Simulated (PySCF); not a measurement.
# C₇H₇BO₃: excited states, first hyperpolarisability

What do calculations give for the excited states, first hyperpolarisability of C₇H₇BO₃ (`O=Cc1ccc(B(O)O)cc1`)?

Programs: PySCF 2.14.0, with routines of our own; each step states its level. All values are computed. Atoms count from 0.

### 1 The system as given

18 atoms, charge 0, multiplicity 1; geometry from: GFN2-xTB.

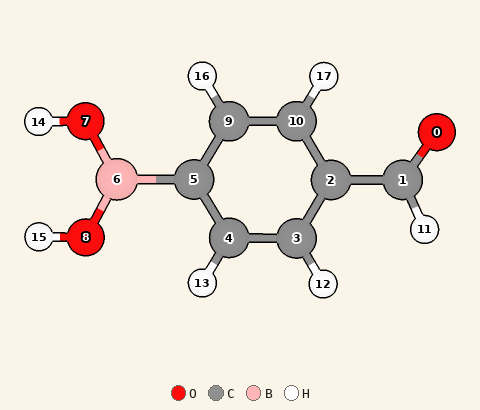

The starting geometry (oxygen red, carbon grey, boron pink, hydrogen white).

### 2 Relaxing the molecule at PBE0-D3(BJ)/def2-SVP

Job settings and geometry (Å):

```
{"job": {"xc": "PBE0", "basis": "def2-SVP", "d3": "d3bj", "grid": 2, "kind": "geom"}, "charge": 0, "multiplicity": 1}
O      4.175691     0.157958    -0.377358
C      3.381429    -0.180163     0.463967
C      1.922922    -0.102853     0.341321
C      1.099184    -0.538809     1.379550
C     -0.272526    -0.462481     1.253341
C     -0.864870     0.049308     0.096270
B     -2.436986     0.132224    -0.040636
O     -2.952594     0.640343    -1.185451
O     -3.191375    -0.309337     0.994995
C     -0.029611     0.483676    -0.935958
C      1.342535     0.410732    -0.820246
H      3.725079    -0.592255     1.435382
H      1.543666    -0.937460     2.281026
H     -0.912952    -0.799141     2.054268
H     -3.906645     0.685390    -1.260706
H     -4.143600    -0.257028     0.902937
H     -0.480691     0.881061    -1.832191
H      1.992586     0.745152    -1.615486
```

On the command line:

```
> OMP_NUM_THREADS=1 python excited_run.py task.json out
```

This one command runs all jobs of the session in turn.

Output:

```text
step   0  E = -520.63856873  max force = 0.009680
step   1  E = -520.63997106  max force = 0.001158
step   2  E = -520.63996702  max force = 0.001511
step   3  E = -520.63998125  max force = 0.000396
optimisation converged
```

Wall time 82 s (1 thread of Arm Neoverse V2, shared host); peak memory 0.86 GiB.

Relaxation path:

```
step  energy from step 0 (eV)  largest force component (eV/Å)
   0                   0.0000                          0.4978
   1                  -0.0382                          0.0595
   2                  -0.0380                          0.0777
   3                  -0.0384                          0.0204
```

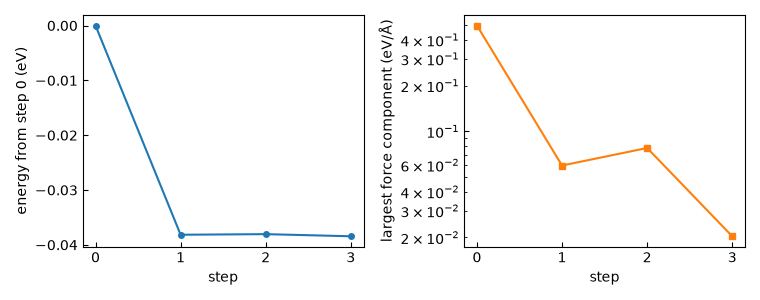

Energy and force, step by step.

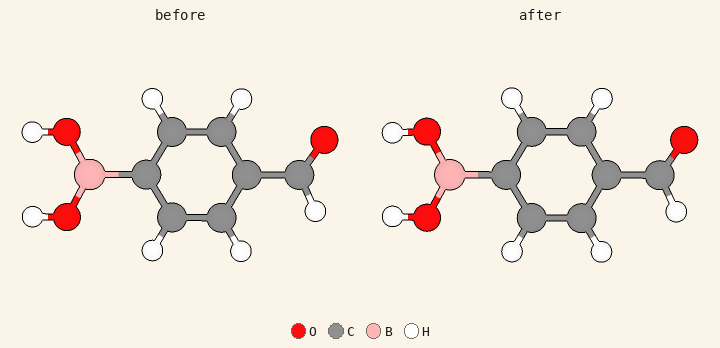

Before and after, at one scale.

Close pairs (by a distance rule), those that changed most:

| bond | before (Å) | after (Å) | change (Å) |
| --- | --- | --- | --- |
| C1–C2 | 1.466 | 1.479 | +0.014 |
| C9–H16 | 1.079 | 1.093 | +0.013 |
| C4–H13 | 1.079 | 1.092 | +0.013 |
| C3–H12 | 1.081 | 1.094 | +0.013 |
| C10–H17 | 1.080 | 1.092 | +0.012 |
| C3–C4 | 1.380 | 1.391 | +0.012 |
| C1–H11 | 1.110 | 1.121 | +0.012 |
| C5–B6 | 1.580 | 1.569 | -0.011 |

The final coordinates are the input of the step that follows.

```csv
at the end point,value
point group (found at 0.08 Å tolerance),Cs
"rotational constants (GHz, main isotopes)","3.394, 0.545, 0.470"
dipole moment (D),5.85
```

### 3 Excited states: TDA CAM-B3LYP/aug-cc-pVDZ

Job settings and geometry (Å):

```
{"job": {"kind": "states", "xc": "CAM-B3LYP", "basis": "aug-cc-pVDZ", "tda": true, "soc": true, "nstates": 6, "ntriplets": 5, "nquad": 4}, "charge": 0, "multiplicity": 1}
O      4.316415     0.192798    -0.417720
C      3.533969    -0.163136     0.427343
C      2.062435    -0.086574     0.297767
C      1.243170    -0.526234     1.342652
C     -0.140731    -0.451758     1.220097
C     -0.730594     0.060773     0.055099
B     -2.291351     0.144994    -0.080581
O     -2.803261     0.648214    -1.239553
O     -3.045824    -0.289616     0.969110
C      0.105590     0.498038    -0.987460
C      1.487000     0.427493    -0.871700
H      3.890736    -0.591186     1.400395
H      1.699717    -0.926781     2.252864
H     -0.783331    -0.793971     2.034589
H     -3.762041     0.686703    -1.292184
H     -3.997781    -0.224611     0.854667
H     -0.348416     0.898080    -1.897168
H      2.151297     0.763353    -1.671233
```

Level: TDA CAM-B3LYP/aug-cc-pVDZ excited states, vertical, gas phase, spin-orbit mean-field couplings.

Output:

```text
coarse grid: 16288 points
cycle   1  E = -521.1365579750  dE =  2.324e+00  |g| = 1.128e+00  |ddm| = 7.224e+01
cycle   2  E = -520.8390267131  dE =  2.975e-01  |g| = 1.731e+00  |ddm| = 1.374e+01
cycle   3  E = -521.3878798014  dE = -5.489e-01  |g| = 2.105e-01  |ddm| = 9.196e+00
cycle   4  E = -521.3954040696  dE = -7.524e-03  |g| = 8.892e-02  |ddm| = 1.119e+00
cycle   5  E = -521.3968625087  dE = -1.458e-03  |g| = 1.379e-02  |ddm| = 4.195e-01
cycle   6  E = -521.3969063875  dE = -4.388e-05  |g| = 5.039e-03  |ddm| = 1.910e-01
cycle   7  E = -521.3969135297  dE = -7.142e-06  |g| = 1.663e-03  |ddm| = 5.758e-02
final grid: 160896 points
cycle   8  E = -521.4206351319  dE = -3.394e-05  |g| = 4.968e-03  |ddm| = 1.145e+00
cycle   9  E = -521.4206342698  dE =  8.620e-07  |g| = 5.756e-03  |ddm| = 9.299e-02
cycle  10  E = -521.4206413141  dE = -7.044e-06  |g| = 8.351e-04  |ddm| = 3.671e-02
cycle  11  E = -521.4206414408  dE = -1.267e-07  |g| = 3.235e-04  |ddm| = 6.016e-03
cycle  12  E = -521.4206414610  dE = -2.022e-08  |g| = 1.137e-04  |ddm| = 2.690e-03
cycle  13  E = -521.4206414645  dE = -3.524e-09  |g| = 3.497e-05  |ddm| = 9.897e-04
cycle  14  E = -521.4206414650  dE = -4.443e-10  |g| = 1.331e-05  |ddm| = 3.957e-04
converged SCF energy = -521.4206414650

Singlet excitations
state   eV       nm        f     d(h-e)  d(exc)  Lambda  PR(NTO)  |dmu|/D   mu/D   main configurations
  1   3.8317   323.6   0.00019   1.104   2.694   0.420   1.005    3.208    2.583   H-2->L 0.84, H-2->L+9 0.12
  2   4.8379   256.3   0.03211   0.453   3.042   0.722   1.506    1.224    6.900   H-1->L 0.50, H->L 0.28, H->L+3 0.14
  3   5.3577   231.4   0.47179   0.614   3.207   0.729   1.273    1.777    7.445   H->L 0.59, H-1->L 0.28
  4   6.5428   189.5   0.00029   3.793   5.598   0.124   1.039   16.021   10.615   H->L+1 0.76
  5   6.5887   188.2   0.00161   0.210   3.235   0.460   1.345                     H-3->L 0.65, H-4->L 0.15, H-2->L+3 0.11
  6   6.6281   187.1   0.00134   0.322   3.351   0.391   1.612                     H-4->L 0.62, H-2->L+3 0.19

Triplet excitations (Tamm-Dancoff)
state   eV     d(h-e)  d(exc)  Lambda  PR(NTO)   main configurations
  1   3.2937   0.999   2.578   0.416   1.006   H-2->L 0.80, H-2->L+9 0.14
  2   3.4553   0.211   2.879   0.740   1.247   H->L 0.68, H-1->L 0.19
  3   3.9414   0.412   2.962   0.723   1.033   H-1->L 0.73, H->L 0.22
  4   4.5956   0.058   2.626   0.721   1.230   H-1->L+3 0.54, H->L+3 0.32
  5   5.2468   0.023   2.817   0.696   1.047   H->L+3 0.61, H-1->L+3 0.34
S1 - T1 = 0.5380 eV

Spin-orbit couplings |<S|Hso|T>| (cm-1)
             T1       T2       T3       T4       T5
S0       48.470    0.059    0.037    0.011    0.015
S1        0.055   16.085    1.718    6.769    3.391
S2        1.258    0.060    0.011    0.009    0.001
S3       15.652    0.006    0.060    0.002    0.016
S4        0.757    2.048    0.520    0.655    0.183
S5        9.842    3.346    0.975    0.791    4.047
S6        3.027    0.306    0.371    0.476    5.441
T1 sublevels (cm-1): 0.000 0.004 0.277   radiative rates (1/s): 0.0311 0.131 1.01e+03
```

It took 2.2 min on 1 thread of Arm Neoverse V2, shared host; peak memory 1.4 GiB.

Key values:

```
  quantity    value
S1 less T1  0.54 eV
```

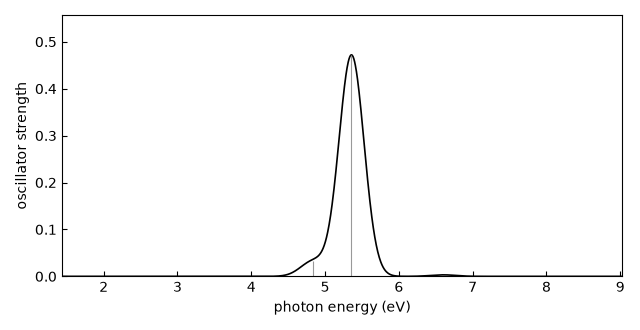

Absorption lines of the singlets. Lines are broadened to a width of 0.40 eV (Gaussian).

Orbitals, density, ELF and potential are computed afterwards from the orbital file.

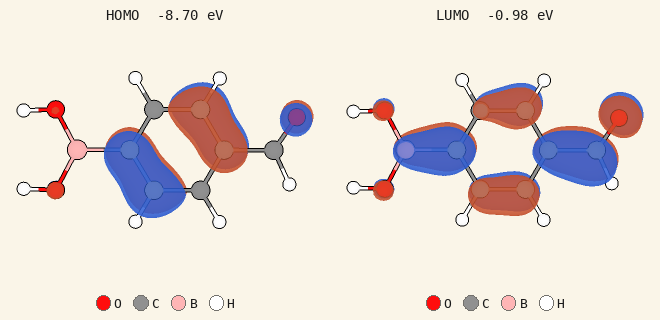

CAM-B3LYP/aug-cc-pVDZ orbitals near the gap, drawn at the value that encloses 70 % of each; the two colours are the two signs.

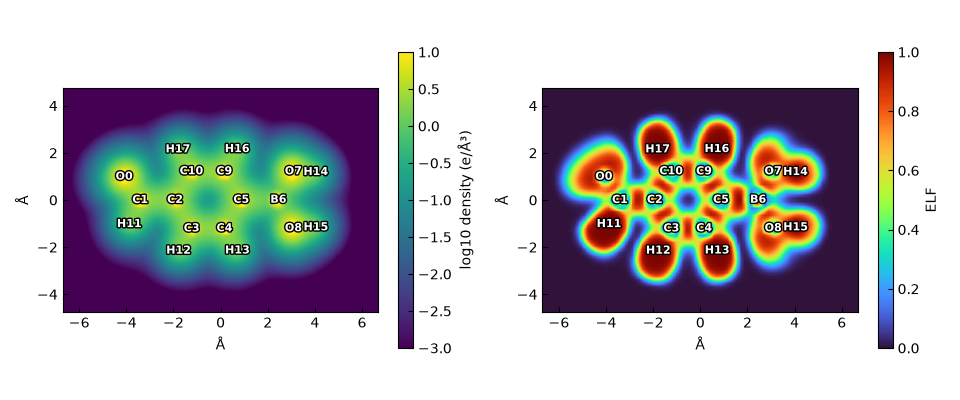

Density (left) and ELF (right) in a plane through or near 18 of the atoms.

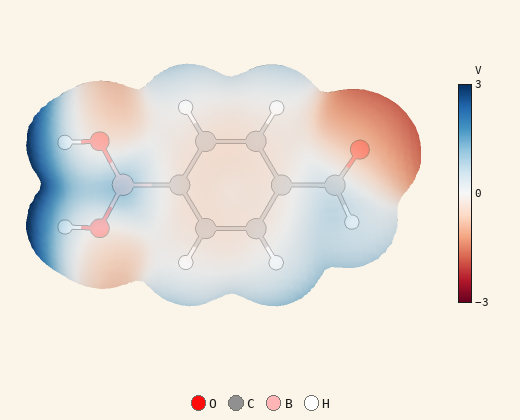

The potential that a unit positive charge feels on the 0.002 e/bohr³ surface, from -1.70 V near O0 to 3.00 V near H15.

### 4 Excited states: TDDFT CAM-B3LYP/aug-cc-pVDZ

Settings changed since step 3:

```diff
@@ -1,2 +1,2 @@
-{"job": {"kind": "states", "xc": "CAM-B3LYP", "basis": "aug-cc-pVDZ", "tda": true, "soc": true, "nstates": 6, "ntriplets": 5, "nquad": 4}, "charge": 0, "multiplicity": 1}
+{"job": {"kind": "states", "xc": "CAM-B3LYP", "basis": "aug-cc-pVDZ", "tpa": true, "nstates": 8, "nquad": 6, "ntriplets": 0}, "charge": 0, "multiplicity": 1}
 O      4.316415     0.192798    -0.417720
```

With the program's defaults for keys left out, this is: TDDFT CAM-B3LYP/aug-cc-pVDZ excited states, vertical, gas phase, two-photon moments by quadratic response.

Output:

```text
coarse grid: 16288 points
cycle   1  E = -521.1365579750  dE =  2.324e+00  |g| = 1.128e+00  |ddm| = 7.224e+01
cycle   2  E = -520.8390267131  dE =  2.975e-01  |g| = 1.731e+00  |ddm| = 1.374e+01
cycle   3  E = -521.3878798014  dE = -5.489e-01  |g| = 2.105e-01  |ddm| = 9.196e+00
cycle   4  E = -521.3954040696  dE = -7.524e-03  |g| = 8.892e-02  |ddm| = 1.119e+00
cycle   5  E = -521.3968625087  dE = -1.458e-03  |g| = 1.379e-02  |ddm| = 4.195e-01
cycle   6  E = -521.3969063875  dE = -4.388e-05  |g| = 5.039e-03  |ddm| = 1.910e-01
cycle   7  E = -521.3969135297  dE = -7.142e-06  |g| = 1.663e-03  |ddm| = 5.758e-02
final grid: 160896 points
cycle   8  E = -521.4206351319  dE = -3.394e-05  |g| = 4.968e-03  |ddm| = 1.145e+00
cycle   9  E = -521.4206342698  dE =  8.620e-07  |g| = 5.756e-03  |ddm| = 9.299e-02
cycle  10  E = -521.4206413141  dE = -7.044e-06  |g| = 8.351e-04  |ddm| = 3.671e-02
cycle  11  E = -521.4206414408  dE = -1.267e-07  |g| = 3.235e-04  |ddm| = 6.016e-03
cycle  12  E = -521.4206414610  dE = -2.022e-08  |g| = 1.137e-04  |ddm| = 2.690e-03
cycle  13  E = -521.4206414645  dE = -3.524e-09  |g| = 3.497e-05  |ddm| = 9.897e-04
cycle  14  E = -521.4206414650  dE = -4.443e-10  |g| = 1.331e-05  |ddm| = 3.957e-04
converged SCF energy = -521.4206414650

Singlet excitations
state   eV       nm        f     d(h-e)  d(exc)  Lambda  PR(NTO)  |dmu|/D   mu/D   delta(TPA)   sigma/GM   main configurations
  1   3.8044   325.9   0.00020   1.113   2.705   0.420   1.007    3.223    2.568        0.11      0.001   H-2->L 0.84, H-2->L+9 0.12
  2   4.7330   262.0   0.02998   0.444   3.026   0.722   1.488    1.353    7.028        4.05      0.033   H-1->L 0.51, H->L 0.34, H->L+3 0.10
  3   5.1235   242.0   0.38863   0.562   3.171   0.723   1.301    1.667    7.340       95.12      0.915   H->L 0.58, H-1->L 0.34
  4   6.4668   191.7   0.21098   0.404   3.100   0.653   1.658    1.308    6.929       18.19      0.279   H->L+3 0.58, H-1->L+3 0.18, H-1->L 0.12
  5   6.5412   189.5   0.00035   3.703   5.557   0.132   1.089   15.623   10.220        5.34      0.084   H->L+1 0.74
  6   6.5674   188.8   0.00143   0.164   3.320   0.457   1.425    0.439    6.084        0.94      0.015   H-3->L 0.71, H-2->L+3 0.10
  7   6.6109   187.5   0.00074   0.132   3.221   0.424   1.328                                            H-4->L 0.77
  8   6.6530   186.4   0.00033   3.074   5.335   0.125   1.046                                            H-1->L+1 0.69, H-1->L+2 0.10
```

Run time: 2.8 min. Hardware: 1 thread of Arm Neoverse V2, shared host; peak memory 1.4 GiB.

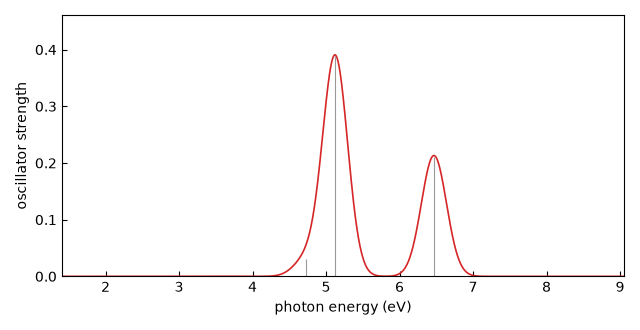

Absorption lines of the singlets. Lines are broadened to a width of 0.40 eV (Gaussian).

### 5 First hyperpolarisability: quadratic response CAM-B3LYP/aug-cc-pVDZ

Settings changed since step 4:

```diff
@@ -1,2 +1,2 @@
-{"job": {"kind": "states", "xc": "CAM-B3LYP", "basis": "aug-cc-pVDZ", "tpa": true, "nstates": 8, "nquad": 6, "ntriplets": 0}, "charge": 0, "multiplicity": 1}
+{"job": {"kind": "beta", "xc": "CAM-B3LYP", "basis": "aug-cc-pVDZ"}, "charge": 0, "multiplicity": 1}
 O      4.316415     0.192798    -0.417720
```

With the program's defaults for keys left out, this is: quadratic response CAM-B3LYP/aug-cc-pVDZ first hyperpolarisability, Taylor convention, gas phase.

Output:

```text
coarse grid: 16288 points
cycle   1  E = -521.1365579750  dE =  2.324e+00  |g| = 1.128e+00  |ddm| = 7.224e+01
cycle   2  E = -520.8390267131  dE =  2.975e-01  |g| = 1.731e+00  |ddm| = 1.374e+01
cycle   3  E = -521.3878798014  dE = -5.489e-01  |g| = 2.105e-01  |ddm| = 9.196e+00
cycle   4  E = -521.3954040696  dE = -7.524e-03  |g| = 8.892e-02  |ddm| = 1.119e+00
cycle   5  E = -521.3968625087  dE = -1.458e-03  |g| = 1.379e-02  |ddm| = 4.195e-01
cycle   6  E = -521.3969063875  dE = -4.388e-05  |g| = 5.039e-03  |ddm| = 1.910e-01
cycle   7  E = -521.3969135297  dE = -7.142e-06  |g| = 1.663e-03  |ddm| = 5.758e-02
final grid: 160896 points
cycle   8  E = -521.4206351319  dE = -3.394e-05  |g| = 4.968e-03  |ddm| = 1.145e+00
cycle   9  E = -521.4206342698  dE =  8.620e-07  |g| = 5.756e-03  |ddm| = 9.299e-02
cycle  10  E = -521.4206413141  dE = -7.044e-06  |g| = 8.351e-04  |ddm| = 3.671e-02
cycle  11  E = -521.4206414408  dE = -1.267e-07  |g| = 3.235e-04  |ddm| = 6.016e-03
cycle  12  E = -521.4206414610  dE = -2.022e-08  |g| = 1.137e-04  |ddm| = 2.690e-03
cycle  13  E = -521.4206414645  dE = -3.524e-09  |g| = 3.497e-05  |ddm| = 9.897e-04
cycle  14  E = -521.4206414650  dE = -4.443e-10  |g| = 1.331e-05  |ddm| = 3.957e-04
converged SCF energy = -521.4206414650

Lowest singlets (eV, f): 3.8044 0.0002  4.7330 0.0300  5.1235 0.3886

First hyperpolarisability (au)
process     nm      |vector|   parallel      HRS      DR
static         -      171.19       58.7      67.65   5.951
shg       1907.0      190.83      70.93      75.32   6.005
eope      1907.0      177.34      62.54          -       -
shg       1064.0      250.36     107.28       98.7   6.107
eope      1064.0      192.36      71.87          -       -
```

Run time: 2.3 min. Hardware: 1 thread of Arm Neoverse V2, shared host; peak memory 1.5 GiB.

### 6 Excited states: TDA CAM-B3LYP/aug-cc-pVDZ in toluene

Settings changed since step 5:

```diff
@@ -1,2 +1,2 @@
-{"job": {"kind": "beta", "xc": "CAM-B3LYP", "basis": "aug-cc-pVDZ"}, "charge": 0, "multiplicity": 1}
+{"job": {"kind": "states", "xc": "CAM-B3LYP", "basis": "aug-cc-pVDZ", "tda": true, "soc": true, "nstates": 6, "ntriplets": 5, "nquad": 4, "solvent": "toluene"}, "charge": 0, "multiplicity": 1}
 O      4.316415     0.192798    -0.417720
```

Method: TDA CAM-B3LYP/aug-cc-pVDZ excited states, vertical, IEF-PCM toluene (non-equilibrium response), spin-orbit mean-field couplings.

Output:

```text
coarse grid: 16288 points
cycle   1  E = -521.1571021796  dE =  2.304e+00  |g| = 1.110e+00  |ddm| = 7.242e+01
cycle   2  E = -520.9127022074  dE =  2.444e-01  |g| = 1.638e+00  |ddm| = 1.460e+01
cycle   3  E = -521.3993643632  dE = -4.867e-01  |g| = 1.785e-01  |ddm| = 8.991e+00
cycle   4  E = -521.4045644455  dE = -5.200e-03  |g| = 8.365e-02  |ddm| = 1.053e+00
cycle   5  E = -521.4058424576  dE = -1.278e-03  |g| = 1.259e-02  |ddm| = 3.799e-01
cycle   6  E = -521.4058794432  dE = -3.699e-05  |g| = 4.561e-03  |ddm| = 1.821e-01
cycle   7  E = -521.4058853458  dE = -5.903e-06  |g| = 1.401e-03  |ddm| = 5.179e-02
final grid: 160896 points
cycle   8  E = -521.4295444281  dE = -3.451e-05  |g| = 4.656e-03  |ddm| = 1.168e+00
cycle   9  E = -521.4295444194  dE =  8.714e-09  |g| = 5.127e-03  |ddm| = 8.831e-02
cycle  10  E = -521.4295498897  dE = -5.470e-06  |g| = 7.213e-04  |ddm| = 3.460e-02
cycle  11  E = -521.4295499834  dE = -9.375e-08  |g| = 3.146e-04  |ddm| = 5.892e-03
cycle  12  E = -521.4295500032  dE = -1.979e-08  |g| = 1.029e-04  |ddm| = 2.569e-03
cycle  13  E = -521.4295500062  dE = -2.937e-09  |g| = 3.060e-05  |ddm| = 9.197e-04
cycle  14  E = -521.4295500065  dE = -3.865e-10  |g| = 1.109e-05  |ddm| = 3.748e-04
converged SCF energy = -521.4295500065

Singlet excitations
state   eV       nm        f     d(h-e)  d(exc)  Lambda  PR(NTO)  |dmu|/D   mu/D   main configurations
  1   3.8996   317.9   0.00021   1.072   2.675   0.427   1.006    3.558    2.972   H-2->L 0.85, H-2->L+9 0.11
  2   4.7855   259.1   0.05132   0.526   3.055   0.728   1.415    1.690    8.078   H-1->L 0.45, H->L 0.36, H->L+3 0.10
  3   5.2105   238.0   0.61476   0.714   3.221   0.726   1.178    2.478    8.857   H->L 0.53, H-1->L 0.38
  4   6.5423   189.5   0.00126   0.620   3.128   0.470   1.054    2.222    8.565   H-3->L 0.53, H-4->L 0.39
  5   6.5860   188.3   0.00299   0.726   3.186   0.454   1.154                     H-4->L 0.50, H-3->L 0.35
  6   6.6254   187.1   0.38900   0.647   3.164   0.669   1.799                     H->L+3 0.52, H-1->L+3 0.17, H-1->L 0.12

Triplet excitations (Tamm-Dancoff)
state   eV     d(h-e)  d(exc)  Lambda  PR(NTO)   main configurations
  1   3.3773   0.979   2.568   0.423   1.007   H-2->L 0.81, H-2->L+9 0.13
  2   3.4549   0.249   2.886   0.731   1.238   H->L 0.61, H-1->L 0.26
  3   3.9156   0.465   2.968   0.726   1.031   H-1->L 0.65, H->L 0.29
  4   4.5989   0.068   2.626   0.716   1.225   H-1->L+3 0.47, H->L+3 0.38
  5   5.2620   0.041   2.815   0.711   1.043   H->L+3 0.54, H-1->L+3 0.41
S1 - T1 = 0.5223 eV

Spin-orbit couplings |<S|Hso|T>| (cm-1)
             T1       T2       T3       T4       T5
S0       47.692    0.054    0.042    0.010    0.018
S1        0.045   15.615    1.622    6.300    2.986
S2        1.276    0.061    0.011    0.009    0.002
S3       15.948    0.007    0.062    0.002    0.013
S4       10.287    3.092    0.890    0.843    1.065
S5        0.627    1.517    0.871    0.833    1.691
S6        0.341    0.005    0.005    0.071    0.016
T1 sublevels (cm-1): 0.000 0.004 0.456   radiative rates (1/s): 0.0648 0.369 1.24e+03
```

Run time: 2.3 min. Hardware: 1 thread of Arm Neoverse V2, shared host; peak memory 1.5 GiB.

In short:

```
  quantity    value
S1 less T1  0.52 eV
```

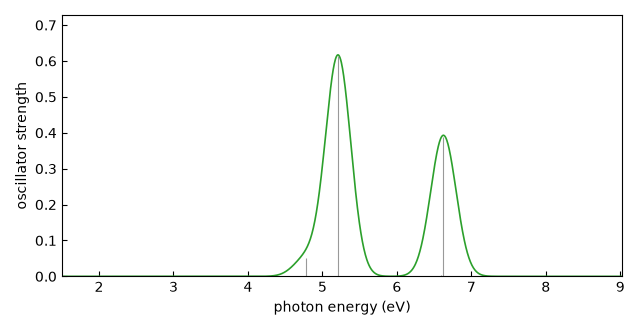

Absorption lines of the singlets. Lines are broadened to a width of 0.40 eV (Gaussian).

### 7 Results

```
                                                   quantity                                                value
                                                point group                                                   Cs
                       rotational constants (main isotopes)                                 3.39, 0.55, 0.47 GHz
             S1 less T1 (step 3, TDA CAM-B3LYP/aug-cc-pVDZ)                                              0.54 eV
                      surface potential, least and greatest                                   -1.70 V and 3.00 V
β vector (step 5, quadratic response CAM-B3LYP/aug-cc-pVDZ)  static 171, SHG 1907.0 nm 191, SHG 1064.0 nm 250 au
  S1 less T1 (step 6, TDA CAM-B3LYP/aug-cc-pVDZ in toluene)                                              0.52 eV
```

What this shows: Over 3 steps the energy fell by 0.038 eV; of the close pairs, C1–C2 changed most, 1.466 to 1.479 Å. In step 3, the number of triplets below S1 is 2, and the largest singlet-triplet spin-orbit coupling is S0–T1, 48.47 cm⁻¹. By nearest atom (CAM-B3LYP/aug-cc-pVDZ), the HOMO sits on C4, C10 about 22 % each; C2, C5 about 18 % each and the LUMO on C1, C5 about 16 % each; O0 15 %. β grows from 171 au (static) to 250 au for doubling at 1064.0 nm: normal dispersion, which grows as twice the photon energy moves toward the bright states. In step 6, the number of triplets below S1 is 2, and the largest singlet-triplet spin-orbit coupling is S0–T1, 47.69 cm⁻¹.
